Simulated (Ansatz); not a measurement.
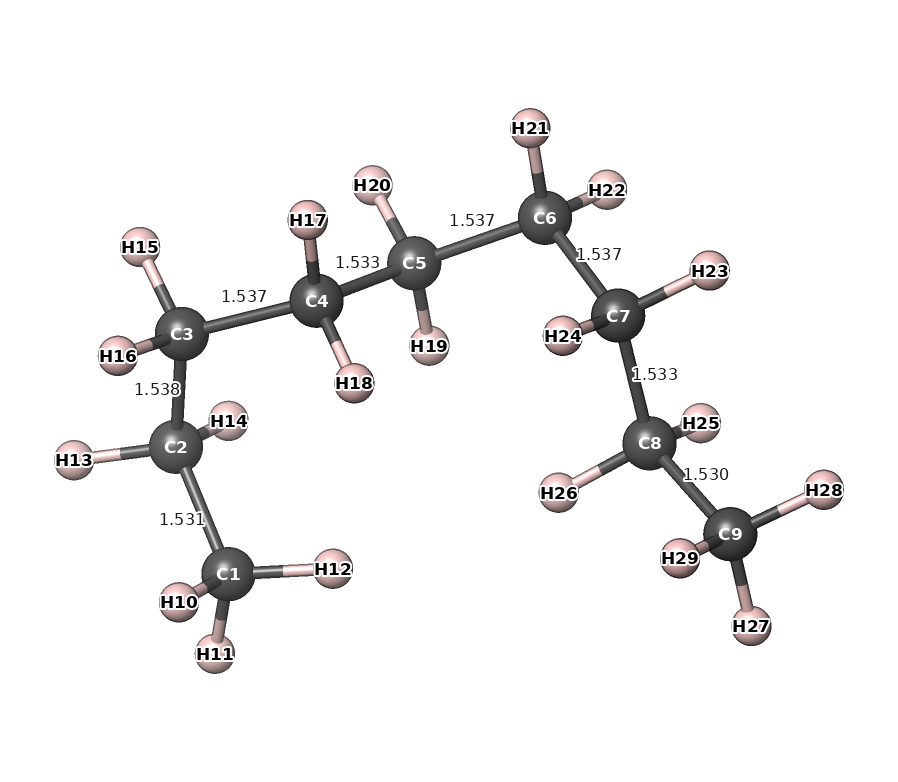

Bond lengths are marked in Å; every bond is drawn as one stick. Computed geometry: PBE-D4/def2-SVP optimisation. No frequency run is at hand to confirm it as a minimum.

Question: Assign a bond order to each marked bond.

Answer: C1–C2 single; C2–C3 single; C3–C4 single; C4–C5 single; C5–C6 single; C6–C7 single; C7–C8 single; C8–C9 single.

Question: Give the structure as SMILES.

Answer: CCCCCCCCC
